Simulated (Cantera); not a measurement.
Charge: 1 mol Cu, 13 mol H₂O, 13 mol CO, equilibrated at 11300 Torr.

Method: chemical equilibrium by Gibbs-energy minimisation in Cantera with the NASA 1993 tables (ideal gas, pure condensed phases). Candidate condensed phases: C, C₆H₆, C₇H₈, C₈H₁₈, Cu, CuO, Cu(OH)₂, Cu₂O, H₂O; 113 gas species. Rates play no part.

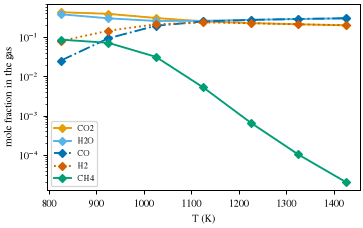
Figure. Equilibrium gas composition (values under 1e-9 drawn at 1e-9)

Read off the mole fractions at 1025 K.

CO₂ about 0.31, H₂O about 0.26, H₂ about 0.21, CO about 0.19, CH₄ about 0.031.
